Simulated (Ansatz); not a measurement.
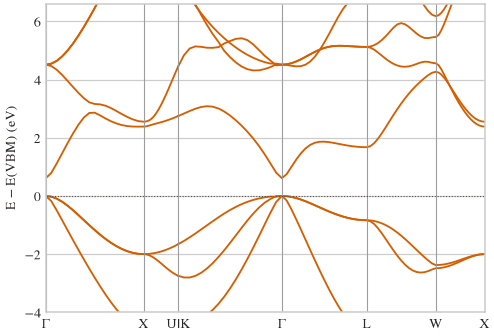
Figure: Band structure from DFT-LDA in the program Ansatz with PAW potentials

Task: Read off the gap and where the band edges lie.

Result: About 0.6 eV (0.61 eV by a search for the band edges); maximum at Γ, minimum at Γ.

The material is CdTe (zinc blende, F-43m).

Symmetry was held in the LDA relaxation; of distortions, only those at the zone centre were tested. Scalar-relativistic: spin–orbit coupling is off unless named, which matters more the heavier the elements.

Potentials: the later of the program's two PAW sets.
